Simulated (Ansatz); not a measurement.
C₆H₃Cl₃ (SMILES C=C1C(Cl)=C(Cl)/C1=C/Cl)

```xyz
12

C    -0.1258    0.2391   -1.3386
C    -0.9143   -0.4683   -0.5267
C    -1.9238   -0.1570    0.5160
C    -2.1699   -1.4789    0.7650
C    -1.1879   -1.9219   -0.2495
C    -0.7742   -3.1172   -0.6791
Cl   -2.5201    1.3112    1.1371
Cl   -3.1961   -2.3356    1.8206
Cl    0.4261   -3.3272   -1.9168
H    -0.1456    1.3313   -1.3146
H     0.5490   -0.2576   -2.0370
H    -1.1710   -4.0494   -0.2725
```

Geometry: B3LYP/def2-SVP.

The calculation used Ansatz, isolated molecule in a Gaussian basis; Kohn-Sham density functional theory, functional PBE0.

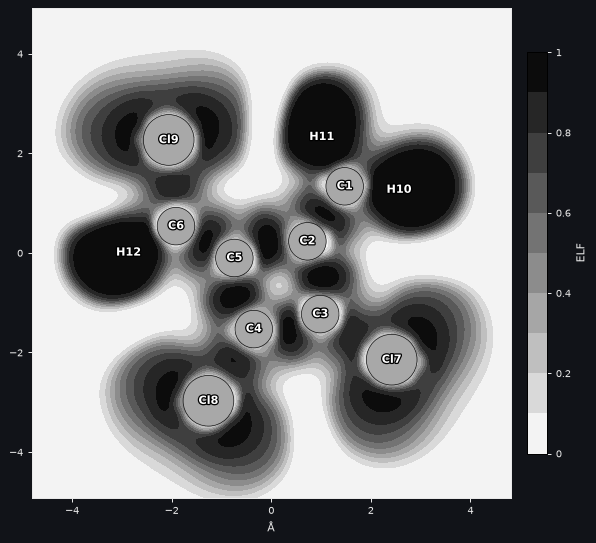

Figure 1. Electron localisation function on the molecular plane. Grey discs cover the atomic cores.

What do the fields say about this system?

Answer.
- Atoms in the plane: C, Cl and H.
- C–C (1.33 Å): the ELF peaks at about 0.90 between the atoms: a multiple bond.
- C–Cl (1.70 Å): the ELF peaks at about 0.90 between the atoms; localised, covalent bonding.
- C–H (1.09 Å): the ELF climbs to about 1 towards the hydrogen, as it does in any bond to H: an ordinary covalent bond to hydrogen.
- C–C (1.48 Å): the ELF peaks at about 0.95 between the atoms, as expected for a covalent bond.
- The ELF also peaks beside Cl8, Cl7 and Cl9, away from the bonds: lone-pair regions.

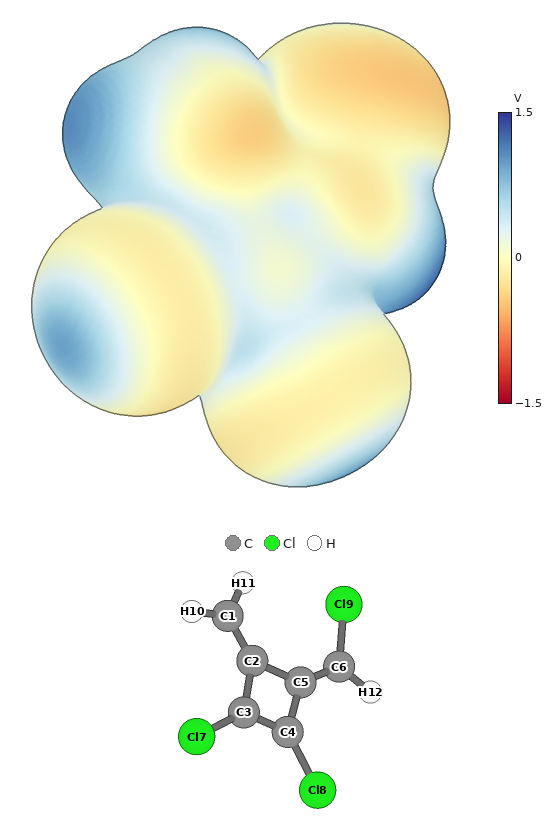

Figure 2. The electrostatic potential painted on the density surface at 0.002 e/bohr³, seen at a tilt; red is negative and blue positive. The bare structure is drawn below in the same view.

Describe the electrostatic potential map.

Answer. The most negative region (about −0.4 V, or −9 kcal/mol for a unit charge) lies over C1, C2 and Cl9, the most positive (about +1.3 V, or +30 kcal/mol for a unit charge) over H12. Cl7 shows a σ-hole: about +0.9 V, or +21 kcal/mol for a unit charge at the tip opposite its bond, against about −0.1 V on its flanks. Cl8 shows a σ-hole: about +1.0 V, or +23 kcal/mol for a unit charge at the tip opposite its bond, against about −0.1 V on its flanks. Cl9 shows a σ-hole: about +0.6 V, or +14 kcal/mol for a unit charge at the tip opposite its bond, against about −0.3 V on its flanks.

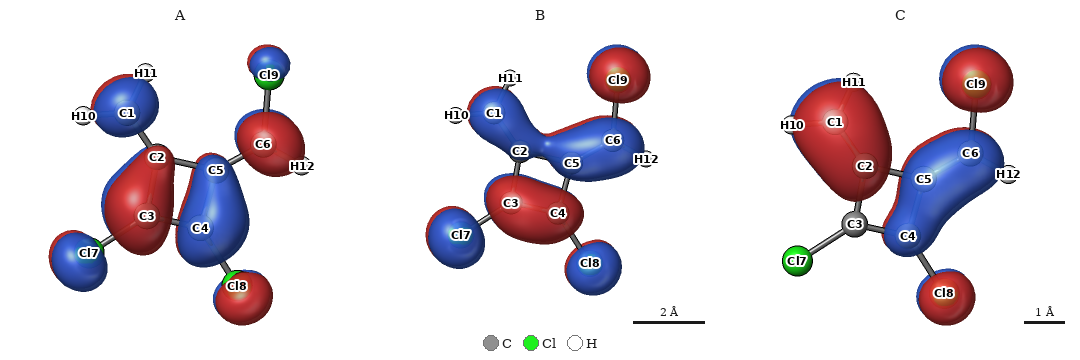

Figure 3. Three frontier orbitals at ±0.08 Å⁻³ᐟ² (red and blue are the two phases), in no order.

Order the three orbitals by energy and name them.

Answer. C is the HOMO−1 (−7.63 eV). By Hirshfeld shares it lies mainly on C1 (about 25 %), C2 (about 20 %), C5 (about 15 %), Cl9 (about 10 %) and C6 (about 10 %); it changes sign across the molecular plane (π type); π-bonding across C1–C2 and C5–C6; π-antibonding (a node) across C2–C5 and C6–Cl9. B is the HOMO (−6.88 eV). It lies mainly on C3 (about 20 %), C4 (about 15 %), C6 (about 15 %), Cl9 (about 10 %), Cl7 (about 10 %) and C5 (about 10 %); it changes sign across the molecular plane (π type); π-bonding across C3–C4 and C5–C6; π-antibonding (a node) across C3–Cl7, C4–C5, C4–Cl8 and C6–Cl9. A is the LUMO (−1.73 eV). It lies mainly on C3 (about 25 %), C4 (about 25 %), C6 (about 10 %), Cl7 (about 10 %), Cl8 (about 10 %) and C1 (about 5 %); it changes sign across the molecular plane (π type); π-bonding across C4–C5; π-antibonding (a node) across C3–C4, C3–Cl7, C4–Cl8 and C5–C6.

What is the HOMO–LUMO gap?

Answer. 5.15 eV between the orbital energies.
